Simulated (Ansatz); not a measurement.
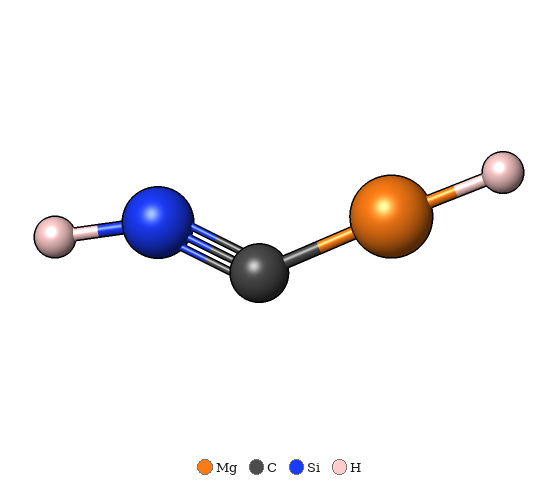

The picture shows a molecular structure as a ball-and-stick model. Double and triple bonds are drawn as two and three sticks.

Computed geometry: PBE0-D4/def2-TZVP optimisation. No frequency run is at hand to confirm it as a minimum.

**Give the formula.**

CH₂MgSi, 5 atoms: 1 carbon, 2 hydrogen, 1 magnesium and 1 silicon.

**How many sets of symmetry-equivalent atoms are there?**

5: 1 Mg, 1 C, 1 Si, 1 H, 1 H.

**Give the symmetry (Schoenflies symbol).**

Cs.

The parts below concern this one geometry. Atoms keep their numbers from picture to picture.

## Geometry

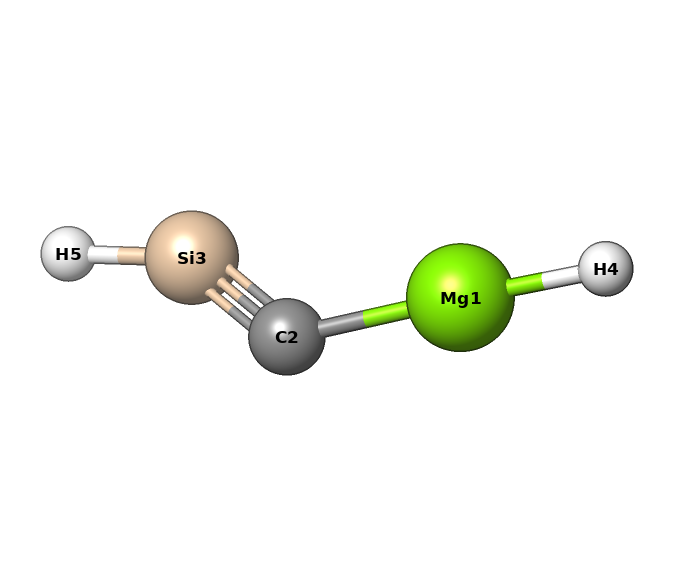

No frequency run is at hand to confirm it as a minimum.

**Describe the coordination of atom 3.**

Si3 has 2 neighbours (C2 at 1.65, H5 at 1.49 Å); the arrangement is bent.

**Describe the coordination of atom 1.**

Mg1 has 2 neighbours (C2 at 2.03, H4 at 1.70 Å); the arrangement is linear.

**How are the neighbours of atom 2 arranged?**

C2 has 2 neighbours (Mg1 at 2.03, Si3 at 1.65 Å); the arrangement is bent.

## Electronic properties

No frequency run is at hand to confirm it as a minimum. Level of theory: RKS PBE0-D4/def2-TZVPP (Ansatz 0.2.0).

**What is the HOMO energy (Kohn–Sham orbital)?**

−6.56 eV.

**Give the LUMO energy (Kohn–Sham orbital) at this level.**

−2.43 eV.

## Charges

The questions are on Mulliken charges. No frequency run is at hand to confirm it as a minimum. Properties computed with RKS PBE0-D4/def2-TZVP (Ansatz 0.2.0).

Give the Mulliken charges atom by atom.

```tsv
atom	value (e)
Mg1	0.41
C2	−0.35
Si3	0.02
H4	−0.12
H5	0.04
```

## Dipole moment

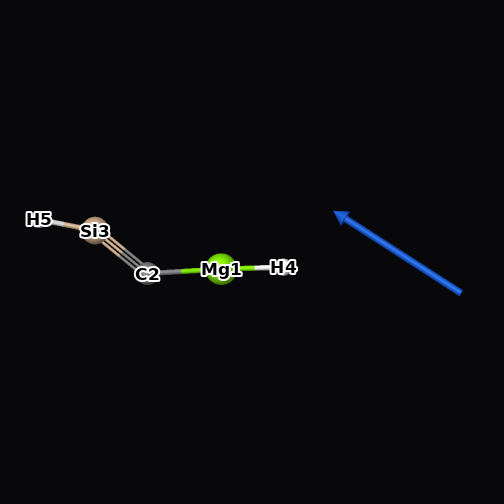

The arrow beside the molecule shows the direction of the dipole moment, from the negative to the positive end (its length means nothing). No frequency run is at hand to confirm it as a minimum. Properties computed with RKS PBE0-D4/def2-TZVP (Ansatz 0.2.0).

**How large is the dipole moment?**

1.90 D; it points from the side of H4 to the side of H5 (the outermost atoms at the two ends).

Mulliken values depend strongly on the basis set and can even reverse the polarity of a bond.
